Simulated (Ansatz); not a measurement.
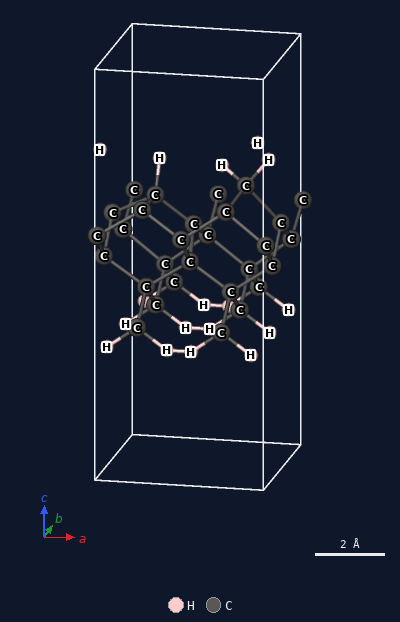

Figure 1. The starting structure (ball-and-stick view of the cell of the calculation, with the vacuum cut short, seen slightly off an axis). An atom can appear more than once, as a periodic image.

## Molecular dynamics of C5H3 (part 1 of 2)

C5H3 (slab, 32 atoms in the cell), computed with DFT PBE-D3(BJ), scalar-relativistic, plane waves, PAW, PAW set soft_1, no spin polarisation (Ansatz 0.2.0).

The input holds or restrains some coordinates. It belongs to a series of runs on one base structure; here: dynamics from the start.

Log:
```
Warning: md: disabling space-group detection — thermal motion breaks the input geometry's symmetry, so no spatial operation reduces the k-mesh or symmetrises the density; time reversal is kept, so that k and −k are solved as one point where they differ and the mesh holds both, and exact exchange and, on two spinor components, a DFT+U term hold to it where the run has them: on two components no moment then forms, and a state that bears one, which a typed moment (crystal.atoms[].spin; refused beside efield: under a hybrid functional) reaches, can lie lower, under hf by electronvolts; crystal.symmetry.detect: false (a key that needs symmetry detection or time reversal refuses this as the deck is read) with time_reversal: false beside it drops time reversal too
Engine: ansatz 0.2.0, aarch64-unknown-linux-gnu
Pseudopotentials: kind: paw
Pseudopotential: H, paw, valence charge 1, recommended cutoff 420 eV (normal), [file]
Pseudopotential: C, paw, valence charge 4, recommended cutoff 420 eV (normal), [file]
Functional definition: PBE
  parameter kappa = 0.804
  parameter beta = 0.06672455060314922
  exchange = pbe_x(kappa = kappa, mu = beta*pi^2/3)
  correlation = pbe_c(beta = beta)
Crystal: 32 atoms, lattice volume = 462.272 Å³
Basis set: ecut = 420 eV, 9049 PW (Γ), exchange–correlation on 72×72×250 points (8 copies of the dense FFT grid, shifted against one another)
Bands: 78, of which v1, the nominal top of the filled ones, is band 46 counted from 1 (45 counted from 0)
Symmetry: 1 space group operations
k-points: 4
Non-local potential: H, projectors of the file, l = 0: 2, l = 1: 1
Non-local potential: C, projectors of the file, l = 0: 2, l = 1: 2, l = 2: 1
PAW form: soft (Blöchl's): semilocal exchange-correlation on the pseudo side does not see the compensation charge
PAW one-centre angular grid: H, 110 points (default); XC on 64 Gauss nodes
PAW one-centre angular grid: C, 110 points (default); XC on 64 Gauss nodes
Initial density: superposition of atomic densities (neutral atoms: chi_scale 0, normalization atom)
Initial wavefunctions: pseudopotential atomic-orbital guess
Functional: x = pbe(κ = 0.804, μ = 0.2195149727645171), c = pbe(β = 0.06672455060314922)
SCF iter   1: F=—  HF=-5205.269748 eV  |F-HF|=—  |Δ(HF+E_count)|=         —  Δρ=8.93e-2  dr2=3.47e1  ethr=3.10e-3  ⟨swp⟩=8.2  Hψ=1708  notcnv=0  defer=80
preconditioner: auto → LDOS  [insulator: Δε(μ)=0.196 eV  Ē_g=16.929 eV  σ=0.050 eV  W_gap=0.74  n_scr=76 (ndim 8)  ℏωp=16.6 eV  f_vac=0.560  D(μ)=3.60/eV (n_scr^D=6)  ε∞_Penn≈2.0  β→1.0]
SCF iter   2: F=—  HF=-5197.168777 eV  |F-HF|=—  |Δ(HF+E_count)|=    8.10e0  Δρ=4.68e-2  dr2=2.18e1  ethr=3.10e-3  ⟨swp⟩=5.2  Hψ=833  notcnv=0  defer=108
SCF iter   3: F=—  HF=-5192.730018 eV  |F-HF|=—  |Δ(HF+E_count)|=    4.44e0  Δρ=8.65e-3  dr2=5.72e-1  ethr=3.10e-3  ⟨swp⟩=4.0  Hψ=665  notcnv=0  defer=94
SCF iter   4: F=—  HF=-5192.646743 eV  |F-HF|=—  |Δ(HF+E_count)|=   8.33e-2  Δρ=3.32e-3  dr2=1.00e-1  ethr=6.22e-4  ⟨swp⟩=4.5  Hψ=488  notcnv=0  defer=94
SCF iter   5: F=—  HF=-5192.631155 eV  |F-HF|=—  |Δ(HF+E_count)|=   1.56e-2  Δρ=1.58e-3  dr2=2.06e-2  ethr=1.09e-4  ⟨swp⟩=3.8  Hψ=494  notcnv=0  defer=94
SCF iter   6: F=—  HF=-5192.630812 eV  |F-HF|=—  |Δ(HF+E_count)|=   3.43e-4  Δρ=6.38e-4  dr2=3.94e-3  ethr=2.23e-5  ⟨swp⟩=4.5  Hψ=475  notcnv=0  defer=97
SCF iter   7: F=—  HF=-5192.630471 eV  |F-HF|=—  |Δ(HF+E_count)|=   3.40e-4  Δρ=2.76e-4  dr2=8.97e-4  ethr=4.28e-6  ⟨swp⟩=3.8  Hψ=442  notcnv=0  defer=97
SCF iter   8: F=—  HF=-5192.630457 eV  |F-HF|=—  |Δ(HF+E_count)|=   1.49e-5  Δρ=1.60e-4  dr2=3.40e-4  ethr=9.75e-7  ⟨swp⟩=2.2  Hψ=407  notcnv=0  defer=97
SCF iter   9: F=—  HF=-5192.630599 eV  |F-HF|=—  |Δ(HF+E_count)|=   1.42e-4  Δρ=8.74e-5  dr2=5.78e-5  ethr=3.69e-7  ⟨swp⟩=3.2  Hψ=375  notcnv=0  defer=97
SCF iter  10: F=—  HF=-5192.630628 eV  |F-HF|=—  |Δ(HF+E_count)|=   2.87e-5  Δρ=4.61e-5  dr2=1.29e-5  ethr=6.28e-8  ⟨swp⟩=2.0  Hψ=391  notcnv=0  defer=97
SCF iter  11: F=—  HF=-5192.630572 eV  |F-HF|=—  |Δ(HF+E_count)|=   5.53e-5  Δρ=2.48e-5  dr2=3.43e-6  ethr=1.40e-8  ⟨swp⟩=2.0  Hψ=390  notcnv=0  defer=97
SCF iter  12: F=—  HF=-5192.630574 eV  |F-HF|=—  |Δ(HF+E_count)|=   1.81e-6  Δρ=1.24e-5  dr2=8.79e-7  ethr=3.72e-9  ⟨swp⟩=2.0  Hψ=340  notcnv=0  defer=97
SCF iter  13: F=—  HF=-5192.630574 eV  |F-HF|=—  |Δ(HF+E_count)|=   1.22e-9  Δρ=4.39e-6  dr2=1.27e-7  ethr=9.56e-10  ⟨swp⟩=2.0  Hψ=369  notcnv=0  defer=97
SCF iter  14: F=-5192.630574 eV  HF=-5192.630574 eV  |F-HF|=2.89e-8  |Δ(HF+E_count)|=   9.59e-8  Δρ=1.66e-6  dr2=2.28e-8  ethr=3.48e-11  ⟨swp⟩=5.0  Hψ=972  notcnv=0
SCF 1 converged in 14 iterations: F = -5192.630574 eV  dr2 = 2.28e-8
  greatest PAW one-centre occupation: 0.671 electrons in one spin orbital (limit 2), on the C atom at site 23 (counted from 0), in its partial waves of l = 0
md step     0: t =     0.00 fs  T =   500.0 K  F+E_penalty+E_count = -5192.63057439 eV  E_kin = 1.034080 eV  conserved = -5191.59649440 eV  (14 SCF iters)
Initial density: handed on by an earlier stage of this run
Initial wavefunctions: those handed on with the density
iter 1 solved again at ethr=1.45e-5 eV; its pass at ethr=3.10e-3 eV (dr2=1.33e-2 eV) is discarded
SCF iter   1: F=—  HF=-5192.610197 eV  |F-HF|=—  |Δ(HF+E_count)|=         —  Δρ=1.92e-3  dr2=1.37e-2  ethr=1.45e-5  ⟨swp⟩=7.0  Hψ=1598  notcnv=0
preconditioner: auto → LDOS  [insulator: Δε(μ)=0.160 eV  Ē_g=15.170 eV  σ=0.050 eV  W_gap=0.64  n_scr=76 (ndim 8)  ℏωp=16.6 eV  f_vac=0.596  D(μ)=4.60/eV (n_scr^D=18)  ε∞_Penn≈2.2  β→1.0]
SCF iter   2: F=—  HF=-5192.608548 eV  |F-HF|=—  |Δ(HF+E_count)|=   1.65e-3  Δρ=6.40e-4  dr2=2.25e-3  ethr=1.45e-5  ⟨swp⟩=2.2  Hψ=545  notcnv=0  defer=43
SCF iter   3: F=—  HF=-5192.608158 eV  |F-HF|=—  |Δ(HF+E_count)|=   3.90e-4  Δρ=2.40e-4  dr2=3.71e-4  ethr=2.45e-6  ⟨swp⟩=2.0  Hψ=474  notcnv=0  defer=56
SCF iter   4: F=—  HF=-5192.608120 eV  |F-HF|=—  |Δ(HF+E_count)|=   3.81e-5  Δρ=1.03e-4  dr2=6.99e-5  ethr=4.03e-7  ⟨swp⟩=2.0  Hψ=379  notcnv=0  defer=56
SCF iter   5: F=—  HF=-5192.608154 eV  |F-HF|=—  |Δ(HF+E_count)|=   3.36e-5  Δρ=4.97e-5  dr2=1.69e-5  ethr=7.59e-8  ⟨swp⟩=2.0  Hψ=351  notcnv=0  defer=56
SCF iter   6: F=—  HF=-5192.608103 eV  |F-HF|=—  |Δ(HF+E_count)|=   5.07e-5  Δρ=1.77e-5  dr2=1.88e-6  ethr=1.83e-8  ⟨swp⟩=2.2  Hψ=429  notcnv=0  defer=16
SCF iter   7: F=—  HF=-5192.608103 eV  |F-HF|=—  |Δ(HF+E_count)|=   5.10e-7  Δρ=6.99e-6  dr2=2.51e-7  ethr=2.05e-9  ⟨swp⟩=2.0  Hψ=398  notcnv=0  defer=16
SCF iter   8: F=—  HF=-5192.608104 eV  |F-HF|=—  |Δ(HF+E_count)|=   1.84e-7  Δρ=3.88e-6  dr2=9.51e-8  ethr=2.73e-10  ⟨swp⟩=2.0  Hψ=390  notcnv=0  defer=16
SCF iter   9: F=—  HF=-5192.608104 eV  |F-HF|=—  |Δ(HF+E_count)|=   5.83e-8  Δρ=2.29e-6  dr2=3.43e-8  ethr=1.03e-10  ⟨swp⟩=2.5  Hψ=361  notcnv=0  defer=16
SCF iter  10: F=-5192.608104 eV  HF=-5192.608104 eV  |F-HF|=6.34e-10  |Δ(HF+E_count)|=   2.61e-8  Δρ=1.16e-6  dr2=1.06e-8  ethr=3.48e-11  ⟨swp⟩=4.0  Hψ=834  notcnv=0
SCF 2 converged in 10 iterations: F = -5192.608104 eV  dr2 = 1.06e-8
md step     1: t =     0.50 fs  T =   489.3 K  F+E_penalty+E_count = -5192.60810365 eV  E_kin = 1.011876 eV  conserved = -5191.59622805 eV  (10 SCF iters, 3 dispersion substeps)
[... from here on the SCF iterations and repeated set-up lines of each step are left out, up to the last step ...]
md step     2: t =     1.00 fs  T =   459.9 K  F+E_penalty+E_count = -5192.54652609 eV  E_kin = 0.951198 eV  conserved = -5191.59532962 eV  (9 SCF iters, 3 dispersion substeps)
md step     3: t =     1.50 fs  T =   418.8 K  F+E_penalty+E_count = -5192.46015618 eV  E_kin = 0.866116 eV  conserved = -5191.59404656 eV  (9 SCF iters, 3 dispersion substeps)
md step     4: t =     2.00 fs  T =   375.3 K  F+E_penalty+E_count = -5192.36908385 eV  E_kin = 0.776271 eV  conserved = -5191.59283052 eV  (9 SCF iters, 3 dispersion substeps)
md step     5: t =     2.50 fs  T =   338.5 K  F+E_penalty+E_count = -5192.29218984 eV  E_kin = 0.700069 eV  conserved = -5191.59215741 eV  (4 SCF iters, 3 dispersion substeps)
md step     6: t =     3.00 fs  T =   313.2 K  F+E_penalty+E_count = -5192.23995519 eV  E_kin = 0.647762 eV  conserved = -5191.59225857 eV  (3 SCF iters, 3 dispersion substeps)
md step     7: t =     3.50 fs  T =   298.9 K  F+E_penalty+E_count = -5192.21097139 eV  E_kin = 0.618093 eV  conserved = -5191.59298205 eV  (4 SCF iters, 3 dispersion substeps)
md step     8: t =     4.00 fs  T =   290.3 K  F+E_penalty+E_count = -5192.19412931 eV  E_kin = 0.600365 eV  conserved = -5191.59391722 eV  (4 SCF iters, 3 dispersion substeps)
md step     9: t =     4.50 fs  T =   280.6 K  F+E_penalty+E_count = -5192.17474085 eV  E_kin = 0.580294 eV  conserved = -5191.59465946 eV  (3 SCF iters, 3 dispersion substeps)
md step    10: t =     5.00 fs  T =   264.1 K  F+E_penalty+E_count = -5192.14082093 eV  E_kin = 0.546123 eV  conserved = -5191.59498046 eV  (9 SCF iters, 3 dispersion substeps)
md step    11: t =     5.50 fs  T =   238.1 K  F+E_penalty+E_count = -5192.08686848 eV  E_kin = 0.492396 eV  conserved = -5191.59483147 eV  (4 SCF iters, 3 dispersion substeps)
md step    12: t =     6.00 fs  T =   203.6 K  F+E_penalty+E_count = -5192.01486873 eV  E_kin = 0.421036 eV  conserved = -5191.59427096 eV  (4 SCF iters, 3 dispersion substeps)
md step    13: t =     6.50 fs  T =   164.7 K  F+E_penalty+E_count = -5191.93350272 eV  E_kin = 0.340602 eV  conserved = -5191.59341574 eV  (4 SCF iters, 3 dispersion substeps)
md step    14: t =     7.00 fs  T =   127.8 K  F+E_penalty+E_count = -5191.85622822 eV  E_kin = 0.264358 eV  conserved = -5191.59245646 eV  (3 SCF iters, 3 dispersion substeps)
md step    15: t =     7.50 fs  T =   100.1 K  F+E_penalty+E_count = -5191.79811340 eV  E_kin = 0.207095 eV  conserved = -5191.59166975 eV  (3 SCF iters, 3 dispersion substeps)
md step    16: t =     8.00 fs  T =    87.4 K  F+E_penalty+E_count = -5191.77144250 eV  E_kin = 0.180817 eV  conserved = -5191.59133769 eV  (3 SCF iters, 3 dispersion substeps)
md step    17: t =     8.50 fs  T =    92.1 K  F+E_penalty+E_count = -5191.78138086 eV  E_kin = 0.190564 eV  conserved = -5191.59159433 eV  (4 SCF iters, 3 dispersion substeps)
md step    18: t =     9.00 fs  T =   112.4 K  F+E_penalty+E_count = -5191.82394443 eV  E_kin = 0.232471 eV  conserved = -5191.59233508 eV  (4 SCF iters, 3 dispersion substeps)
md step    19: t =     9.50 fs  T =   142.8 K  F+E_penalty+E_count = -5191.88755182 eV  E_kin = 0.295239 eV  conserved = -5191.59328973 eV  (4 SCF iters, 3 dispersion substeps)
md step    20: t =    10.00 fs  T =   176.0 K  F+E_penalty+E_count = -5191.95712101 eV  E_kin = 0.364071 eV  conserved = -5191.59418269 eV  (8 SCF iters, 3 dispersion substeps)
md step    21: t =    10.50 fs  T =   205.5 K  F+E_penalty+E_count = -5192.01840264 eV  E_kin = 0.424904 eV  conserved = -5191.59482988 eV  (4 SCF iters, 3 dispersion substeps)
md step    22: t =    11.00 fs  T =   226.0 K  F+E_penalty+E_count = -5192.06104352 eV  E_kin = 0.467484 eV  conserved = -5191.59512924 eV  (4 SCF iters, 3 dispersion substeps)
md step    23: t =    11.50 fs  T =   235.6 K  F+E_penalty+E_count = -5192.08036048 eV  E_kin = 0.487180 eV  conserved = -5191.59501793 eV  (3 SCF iters, 3 dispersion substeps)
md step    24: t =    12.00 fs  T =   235.0 K  F+E_penalty+E_count = -5192.07831783 eV  E_kin = 0.485959 eV  conserved = -5191.59448268 eV  (3 SCF iters, 3 dispersion substeps)
md step    25: t =    12.50 fs  T =   228.4 K  F+E_penalty+E_count = -5192.06356224 eV  E_kin = 0.472353 eV  conserved = -5191.59362741 eV  (3 SCF iters, 3 dispersion substeps)
md step    26: t =    13.00 fs  T =   222.2 K  F+E_penalty+E_count = -5192.04957877 eV  E_kin = 0.459570 eV  conserved = -5191.59272661 eV  (4 SCF iters, 3 dispersion substeps)
md step    27: t =    13.50 fs  T =   223.0 K  F+E_penalty+E_count = -5192.05031205 eV  E_kin = 0.461173 eV  conserved = -5191.59216600 eV  (4 SCF iters, 3 dispersion substeps)
md step    28: t =    14.00 fs  T =   234.7 K  F+E_penalty+E_count = -5192.07431057 eV  E_kin = 0.485428 eV  conserved = -5191.59224045 eV  (3 SCF iters, 3 dispersion substeps)
md step    29: t =    14.50 fs  T =   256.8 K  F+E_penalty+E_count = -5192.12036360 eV  E_kin = 0.531138 eV  conserved = -5191.59295226 eV  (4 SCF iters, 3 dispersion substeps)
md step    30: t =    15.00 fs  T =   284.1 K  F+E_penalty+E_count = -5192.17749584 eV  E_kin = 0.587647 eV  conserved = -5191.59399551 eV  (8 SCF iters, 3 dispersion substeps)
md step    31: t =    15.50 fs  T =   309.1 K  F+E_penalty+E_count = -5192.22952617 eV  E_kin = 0.639199 eV  conserved = -5191.59494777 eV  (4 SCF iters, 3 dispersion substeps)
md step    32: t =    16.00 fs  T =   324.5 K  F+E_penalty+E_count = -5192.26148038 eV  E_kin = 0.671132 eV  conserved = -5191.59548802 eV  (4 SCF iters, 3 dispersion substeps)
md step    33: t =    16.50 fs  T =   326.3 K  F+E_penalty+E_count = -5192.26463199 eV  E_kin = 0.674827 eV  conserved = -5191.59549003 eV  (3 SCF iters, 3 dispersion substeps)
md step    34: t =    17.00 fs  T =   314.2 K  F+E_penalty+E_count = -5192.23864401 eV  E_kin = 0.649882 eV  conserved = -5191.59499637 eV  (3 SCF iters, 3 dispersion substeps)
md step    35: t =    17.50 fs  T =   291.9 K  F+E_penalty+E_count = -5192.19104186 eV  E_kin = 0.603644 eV  conserved = -5191.59416325 eV  (3 SCF iters, 3 dispersion substeps)
md step    36: t =    18.00 fs  T =   265.4 K  F+E_penalty+E_count = -5192.13476428 eV  E_kin = 0.548801 eV  conserved = -5191.59322914 eV  (4 SCF iters, 3 dispersion substeps)
md step    37: t =    18.50 fs  T =   241.6 K  F+E_penalty+E_count = -5192.08436510 eV  E_kin = 0.499625 eV  conserved = -5191.59247446 eV  (3 SCF iters, 3 dispersion substeps)
md step    38: t =    19.00 fs  T =   226.1 K  F+E_penalty+E_count = -5192.05162861 eV  E_kin = 0.467681 eV  conserved = -5191.59212728 eV  (4 SCF iters, 3 dispersion substeps)
md step    39: t =    19.50 fs  T =   221.6 K  F+E_penalty+E_count = -5192.04203632 eV  E_kin = 0.458396 eV  conserved = -5191.59225879 eV  (4 SCF iters, 3 dispersion substeps)
md step    40: t =    20.00 fs  T =   227.2 K  F+E_penalty+E_count = -5192.05363188 eV  E_kin = 0.469945 eV  conserved = -5191.59275894 eV  (7 SCF iters, 3 dispersion substeps)
md step    41: t =    20.50 fs  T =   239.2 K  F+E_penalty+E_count = -5192.07863856 eV  E_kin = 0.494774 eV  conserved = -5191.59342145 eV  (4 SCF iters, 3 dispersion substeps)
md step    42: t =    21.00 fs  T =   252.7 K  F+E_penalty+E_count = -5192.10659284 eV  E_kin = 0.522613 eV  conserved = -5191.59406156 eV  (4 SCF iters, 3 dispersion substeps)
md step    43: t =    21.50 fs  T =   262.7 K  F+E_penalty+E_count = -5192.12729718 eV  E_kin = 0.543377 eV  conserved = -5191.59456547 eV  (3 SCF iters, 3 dispersion substeps)
md step    44: t =    22.00 fs  T =   265.5 K  F+E_penalty+E_count = -5192.13278796 eV  E_kin = 0.549161 eV  conserved = -5191.59486353 eV  (3 SCF iters, 3 dispersion substeps)
md step    45: t =    22.50 fs  T =   259.0 K  F+E_penalty+E_count = -5192.11860737 eV  E_kin = 0.535560 eV  conserved = -5191.59488483 eV  (3 SCF iters, 3 dispersion substeps)
md step    46: t =    23.00 fs  T =   243.1 K  F+E_penalty+E_count = -5192.08495178 eV  E_kin = 0.502819 eV  conserved = -5191.59455720 eV  (4 SCF iters, 3 dispersion substeps)
md step    47: t =    23.50 fs  T =   220.9 K  F+E_penalty+E_count = -5192.03766508 eV  E_kin = 0.456776 eV  conserved = -5191.59386949 eV  (4 SCF iters, 3 dispersion substeps)
md step    48: t =    24.00 fs  T =   197.6 K  F+E_penalty+E_count = -5191.98816429 eV  E_kin = 0.408702 eV  conserved = -5191.59295686 eV  (4 SCF iters, 3 dispersion substeps)
md step    49: t =    24.50 fs  T =   180.3 K  F+E_penalty+E_count = -5191.95108278 eV  E_kin = 0.372921 eV  conserved = -5191.59213253 eV  (3 SCF iters, 3 dispersion substeps)
md step    50: t =    25.00 fs  T =   175.0 K  F+E_penalty+E_count = -5191.93933915 eV  E_kin = 0.361988 eV  conserved = -5191.59178201 eV  (9 SCF iters, 3 dispersion substeps)
md step    51: t =    25.50 fs  T =   184.3 K  F+E_penalty+E_count = -5191.95832447 eV  E_kin = 0.381093 eV  conserved = -5191.59214056 eV  (4 SCF iters, 3 dispersion substeps)
md step    52: t =    26.00 fs  T =   205.4 K  F+E_penalty+E_count = -5192.00246040 eV  E_kin = 0.424787 eV  conserved = -5191.59311374 eV  (4 SCF iters, 3 dispersion substeps)
md step    53: t =    26.50 fs  T =   231.3 K  F+E_penalty+E_count = -5192.05669269 eV  E_kin = 0.478440 eV  conserved = -5191.59430244 eV  (3 SCF iters, 3 dispersion substeps)
md step    54: t =    27.00 fs  T =   253.4 K  F+E_penalty+E_count = -5192.10256605 eV  E_kin = 0.524092 eV  conserved = -5191.59521397 eV  (3 SCF iters, 3 dispersion substeps)
md step    55: t =    27.50 fs  T =   264.8 K  F+E_penalty+E_count = -5192.12575320 eV  E_kin = 0.547745 eV  conserved = -5191.59550082 eV  (4 SCF iters, 3 dispersion substeps)
md step    56: t =    28.00 fs  T =   263.3 K  F+E_penalty+E_count = -5192.12145076 eV  E_kin = 0.544632 eV  conserved = -5191.59509149 eV  (4 SCF iters, 3 dispersion substeps)
md step    57: t =    28.50 fs  T =   251.6 K  F+E_penalty+E_count = -5192.09558367 eV  E_kin = 0.520436 eV  conserved = -5191.59419480 eV  (5 SCF iters, 3 dispersion substeps)
md step    58: t =    29.00 fs  T =   236.1 K  F+E_penalty+E_count = -5192.06164722 eV  E_kin = 0.488233 eV  conserved = -5191.59320743 eV  (4 SCF iters, 3 dispersion substeps)
md step    59: t =    29.50 fs  T =   223.7 K  F+E_penalty+E_count = -5192.03465592 eV  E_kin = 0.462636 eV  conserved = -5191.59253065 eV  (3 SCF iters, 3 dispersion substeps)
md step    60: t =    30.00 fs  T =   219.5 K  F+E_penalty+E_count = -5192.02503736 eV  E_kin = 0.453888 eV  conserved = -5191.59236451 eV  (9 SCF iters, 3 dispersion substeps)
md step    61: t =    30.50 fs  T =   224.7 K  F+E_penalty+E_count = -5192.03550020 eV  E_kin = 0.464804 eV  conserved = -5191.59263129 eV  (4 SCF iters, 3 dispersion substeps)
md step    62: t =    31.00 fs  T =   237.7 K  F+E_penalty+E_count = -5192.06201521 eV  E_kin = 0.491620 eV  conserved = -5191.59309329 eV  (4 SCF iters, 3 dispersion substeps)
md step    63: t =    31.50 fs  T =   254.9 K  F+E_penalty+E_count = -5192.09726371 eV  E_kin = 0.527246 eV  conserved = -5191.59354289 eV  (3 SCF iters, 3 dispersion substeps)
```
